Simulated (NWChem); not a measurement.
# the pair N2···BH3: a chain of runs

Aim: the energy (singlet BN2H3, PBE0-D3(0)/3-21G), then the energy (singlet N2, PBE0-D3(0)/3-21G), then a single-point energy (singlet BH3, PBE0-D3(0)/3-21G), then a single-point energy (singlet N2, PBE0-D3(0)/3-21G), then the energy (singlet BH3, PBE0-D3(0)/3-21G) of BH3N2 and its partners. 

Program for the calculation: NWChem 7.3.0.

## 1. The structure to begin with

The species is BN2H3 (6 atoms), meant as a singlet with charge 0. The two molecules were placed rigidly side by side, at 0.8 times their contact distance; the pair isn't optimised.

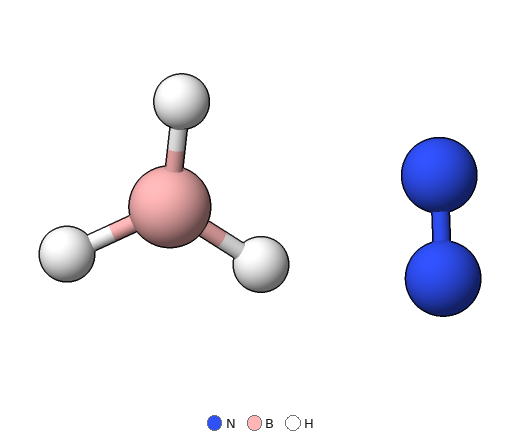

The structure, seen from a chosen angle (nitrogen blue, boron pink, hydrogen white).

## 2. A single-point energy at PBE0-D3(0)/3-21G (run 1)

Input file bh3n2.nw:

```
start bh3n2
title "BH3N2 PBE0"
memory 2200 mb
geometry units angstrom noautosym nocenter noautoz
  N     0.465500   -0.150300    0.239800
  N    -0.465500    0.150300   -0.239800
  B    -0.405750   -2.453540   -1.586890
  H     0.466900   -1.664220   -1.387210
  H    -0.139060   -3.597970   -1.795630
  H    -1.545100   -2.098400   -1.577600
end
basis spherical bse
  * library 3-21G
end
dft
  xc pbe0
  mult 1
  disp vdw 3
  grid fine
  convergence energy 1e-08
  maxiter 100
  mulliken
  noprint "final vectors analysis"
end
task dft energy
```

Command:

```sh
$ nwchem bh3n2.nw > bh3n2.out
```

What it wrote:

```text
[...]
          Wavefunction type:  closed shell.
          No. of atoms     :     6
          No. of electrons :    22
[...]
          Charge           :     0
          Spin multiplicity:     1
[...]
          AO basis - number of functions:    33
[...]
              XC Information
              --------------
                         PBE0 Method XC Functional
                     Hartree-Fock (Exact) Exchange  0.250
          PerdewBurkeErnzerhof Exchange Functional  0.750
            Perdew 1991 LDA Correlation Functional  1.000 local
           PerdewBurkeErnz. Correlation Functional  1.000 non-local
[...]
 d= 0,ls=0.0,diis     1   -135.1337404905 -1.86D+02  2.14D-02  3.00D-01     0.3
[...]
 d= 0,ls=0.0,diis     8   -135.1664174785 -7.57D-11  6.04D-07  9.05D-10     1.2
         Total DFT energy =     -135.166417478528
      One electron energy =     -282.344375592992
           Coulomb energy =      114.723784049191
    Exchange-Corr. energy =      -18.611366384653
 Nuclear repulsion energy =       51.066719143033
    Dispersion correction =       -0.001178693107
[...]
      Total Density - Mulliken Population Analysis
     ---------------------------------------------
    Atom       Charge   Shell Charges
 -----------   ------   -------------------------------------------------------
    1 N    7     6.99   1.99  0.46  1.75  1.44  1.35
    2 N    7     6.98   1.99  0.46  1.75  1.44  1.34
    3 B    5     5.08   1.99  0.44  1.21  0.78  0.66
    4 H    1     0.99   0.46  0.54
    5 H    1     0.98   0.46  0.53
    6 H    1     0.97   0.46  0.51
[...]
```

Run time: 1.8 s. Hardware: 1 thread of AMD EPYC 9R14 (Zen 4), shared host; peak memory 0.12 GiB.

## 3. N2: a single-point energy at PBE0-D3(0)/3-21G (run 2)

Input file geom.nw:

```
start geom
memory total 2200 mb
geometry units angstroms noautosym nocenter noautoz
  N     0.465500   -0.150300    0.239800
  N    -0.465500    0.150300   -0.239800
end
basis spherical bse
  * library 3-21G
end
dft
  xc pbe0
  disp vdw 3
  grid fine
  convergence energy 1e-08
  maxiter 100
  mulliken
  noprint "final vectors analysis"
end
task dft energy
```

Command:

```sh
$ nwchem geom.nw > geom.out
```

What it wrote:

```text
[...]
          Wavefunction type:  closed shell.
          No. of atoms     :     2
          No. of electrons :    14
[...]
          Charge           :     0
          Spin multiplicity:     1
[...]
          AO basis - number of functions:    18
[...]
              XC Information
              --------------
                         PBE0 Method XC Functional
                     Hartree-Fock (Exact) Exchange  0.250
          PerdewBurkeErnzerhof Exchange Functional  0.750
            Perdew 1991 LDA Correlation Functional  1.000 local
           PerdewBurkeErnz. Correlation Functional  1.000 non-local
[...]
 d= 0,ls=0.0,diis     1   -108.7453215912 -1.33D+02  3.54D-02  2.29D-01     0.1
[...]
 d= 0,ls=0.0,diis     6   -108.7648875928 -3.13D-11  2.70D-08  2.79D-13     0.2
         Total DFT energy =     -108.764887592840
      One electron energy =     -193.850624261851
           Coulomb energy =       74.830584790109
    Exchange-Corr. energy =      -13.543191423565
 Nuclear repulsion energy =       23.798343493223
    Dispersion correction =       -0.000000190756
[...]
      Total Density - Mulliken Population Analysis
     ---------------------------------------------
    Atom       Charge   Shell Charges
 -----------   ------   -------------------------------------------------------
    1 N    7     7.00   1.99  0.46  1.75  1.44  1.36
    2 N    7     7.00   1.99  0.46  1.75  1.44  1.36
[...]
```

Run time: 0.78 s. Hardware: 1 thread of AMD EPYC 9R14 (Zen 4), shared host; peak memory 0.11 GiB.

## 4. BH3: a single-point energy at PBE0-D3(0)/3-21G (run 3)

Input file test.nw:

```
echo
start test
title "BH3"
memory stack 880 mb heap 220 mb global 1100 mb

geometry units angstrom noautosym nocenter noautoz
  B     -0.405750    -2.453540    -1.586890
  H      0.466900    -1.664220    -1.387210
  H     -0.139060    -3.597970    -1.795630
  H     -1.545100    -2.098400    -1.577600
end

basis spherical bse
  * library 3-21G
end

dft
  xc pbe0
  disp vdw 3
  grid fine
  convergence energy 1e-08
  iterations 100
  mulliken
  noprint "final vectors analysis"
end

task dft energy
```

Command:

```sh
$ nwchem test.nw > test.out
```

What it wrote:

```text
[...]
          Wavefunction type:  closed shell.
          No. of atoms     :     4
          No. of electrons :     8
[...]
          Charge           :     0
          Spin multiplicity:     1
[...]
          AO basis - number of functions:    15
[...]
              XC Information
              --------------
                         PBE0 Method XC Functional
                     Hartree-Fock (Exact) Exchange  0.250
          PerdewBurkeErnzerhof Exchange Functional  0.750
            Perdew 1991 LDA Correlation Functional  1.000 local
           PerdewBurkeErnz. Correlation Functional  1.000 non-local
[...]
 d= 0,ls=0.0,diis     1    -26.3935223344 -3.38D+01  1.75D-02  6.54D-02     0.1
[...]
 d= 0,ls=0.0,diis     6    -26.4064385556 -4.41D-10  4.27D-07  8.42D-12     0.4
         Total DFT energy =      -26.406438555623
      One electron energy =      -48.846618935415
           Coulomb energy =       20.078729906876
    Exchange-Corr. energy =       -5.057261823390
 Nuclear repulsion energy =        7.418845436464
    Dispersion correction =       -0.000133140158
[...]
      Total Density - Mulliken Population Analysis
     ---------------------------------------------
    Atom       Charge   Shell Charges
 -----------   ------   -------------------------------------------------------
    1 B    5     5.07   1.98  0.44  1.21  0.78  0.66
    2 H    1     0.98   0.46  0.52
    3 H    1     0.98   0.46  0.52
    4 H    1     0.98   0.46  0.52
[...]
```

Wall time 0.97 s (1 thread of AMD EPYC 9R14 (Zen 4), shared host); peak memory 0.11 GiB.

## 5. N2 among ghost functions: the energy at PBE0-D3(0)/3-21G (with ghost functions) (run 4)

Input file m1.nw:

```
start m1
memory 2200 mb

geometry units au noautosym nocenter noautoz
 N      0.87966751    -0.28402584     0.45315632
 N     -0.87966751     0.28402584    -0.45315632
 bqB     -0.766756    -4.636519    -2.998787
 bqH      0.882313    -3.144920    -2.621447
 bqH     -0.262785    -6.799178    -3.393249
 bqH     -2.919816    -3.965401    -2.981232
end

basis spherical bse
 N library 3-21G
 bqB library B 3-21G
 bqH library H 3-21G
end

dft
 xc pbe0
 disp vdw 3
 grid fine
 convergence energy 1e-08
 iterations 100
 mulliken
 print low
end

task dft
```

Command:

```sh
$ nwchem m1.nw > m1.out
```

What it wrote:

```text
[...]
 d= 0,ls=0.0,diis     1   -108.7495837167 -1.33D+02  1.94D-02  2.35D-01     0.3
[...]
 d= 0,ls=0.0,diis     7   -108.7698798214 -5.29D-11  7.95D-08  4.30D-12     1.1
         Total DFT energy =     -108.769879821383
      One electron energy =     -193.789816772500
           Coulomb energy =       74.754523377645
    Exchange-Corr. energy =      -13.532928061264
 Nuclear repulsion energy =       23.798341825492
    Dispersion correction =       -0.000000190756
[...]
      Total Density - Mulliken Population Analysis
     ---------------------------------------------
    Atom       Charge   Shell Charges
 -----------   ------   -------------------------------------------------------
    1 N    7     6.99   1.99  0.46  1.75  1.44  1.35
    2 N    7     6.98   1.99  0.46  1.75  1.44  1.35
    3 X    0     0.02  -0.00 -0.00 -0.00  0.00  0.02
    4 X    0     0.01  -0.00  0.01
    5 X    0     0.00  -0.00  0.00
    6 X    0     0.00  -0.00  0.00
[...]
```

It took 1.6 s on 1 thread of AMD EPYC 9R14 (Zen 4), shared host; peak memory 0.12 GiB.

## 6. BH3 among ghost functions: a single-point energy at PBE0-D3(0)/3-21G (with ghost functions) (run 5)

Input file bh3.nw:

```
start bh3
title "BH3"
memory total 2200 mb
geometry units angstrom noautosym nocenter noautoz
  B     -0.405750    -2.453540    -1.586890
  H      0.466900    -1.664220    -1.387210
  H     -0.139060    -3.597970    -1.795630
  H     -1.545100    -2.098400    -1.577600
  bqN      0.465500    -0.150300     0.239800
  bqN     -0.465500     0.150300    -0.239800
end
basis spherical bse
  B library 3-21G
  H library 3-21G
  bqN library N 3-21G
end
dft
  xc pbe0
  mult 1
  disp vdw 3
  grid fine
  convergence energy 1e-08
  maxiter 100
  mulliken
  print low
end
task dft energy
```

Command:

```sh
$ nwchem bh3.nw > bh3.out
```

What it wrote:

```text
[...]
 d= 0,ls=0.0,diis     1    -26.3937113121 -3.38D+01  7.98D-03  6.57D-02     0.2
[...]
 d= 0,ls=0.0,diis     6    -26.4066472787 -4.68D-10  2.00D-07  9.58D-12     0.9
         Total DFT energy =      -26.406647278732
      One electron energy =      -48.846059381061
           Coulomb energy =       20.077804839565
    Exchange-Corr. energy =       -5.057105033542
 Nuclear repulsion energy =        7.418845436464
    Dispersion correction =       -0.000133140158
[...]
      Total Density - Mulliken Population Analysis
     ---------------------------------------------
    Atom       Charge   Shell Charges
 -----------   ------   -------------------------------------------------------
    1 B    5     5.07   1.99  0.44  1.21  0.78  0.65
    2 H    1     0.98   0.46  0.52
    3 H    1     0.98   0.46  0.52
    4 H    1     0.97   0.46  0.52
    5 X    0    -0.00   0.00  0.00  0.00  0.00 -0.00
    6 X    0    -0.00   0.00  0.00  0.00  0.00 -0.00
[...]
```

Wall time 1.5 s (1 thread of AMD EPYC 9R14 (Zen 4), shared host); peak memory 0.12 GiB.

## 7. Results

| quantity | value |
| --- | --- |
| run 1, PBE0-D3(0)/3-21G: total energy | -135.16642 Eh |
| run 1, PBE0-D3(0)/3-21G: dipole moment | 0.23 D |
| run 1, PBE0-D3(0)/3-21G: dispersion energy | -3.09 kJ/mol |
| N2: total energy | -108.76489 Eh |
| N2: dipole moment | 0.00 D |
| N2: dispersion energy | 0.00 kJ/mol |
| BH3: total energy | -26.40644 Eh |
| BH3: dipole moment | 0.00 D |
| BH3: dispersion energy | -0.35 kJ/mol |
| N2 among ghost functions: total energy | -108.76988 Eh |
| N2 among ghost functions: dispersion energy | 0.00 kJ/mol |
| BH3 among ghost functions: total energy | -26.40665 Eh |
| BH3 among ghost functions: dispersion energy | -0.35 kJ/mol |
| interaction energy of the rigid parts N2 and BH3 (parts in their own basis; closest atoms 2.22 Å apart) | 0.134 eV |
| interaction energy of the rigid parts N2 and BH3 (parts in the whole basis, counterpoise; closest atoms 2.22 Å apart) | 0.275 eV |

**Reading.** The interaction energy of the rigid parts N2 and BH3 (parts in their own basis; closest atoms 2.22 Å apart) is 0.13 eV (3.1 kcal/mol): the parts repel at this shape. Without counterpoise this holds the superposition error of the basis. The interaction energy of the rigid parts N2 and BH3 (parts in the whole basis, counterpoise; closest atoms 2.22 Å apart) is 0.28 eV (6.3 kcal/mol): the parts repel at this shape. The basis-set superposition error is 13.7 kJ/mol. Mulliken charges (run 1, PBE0-D3(0)/3-21G) run from -0.08 on B3 to +0.03 on H6.
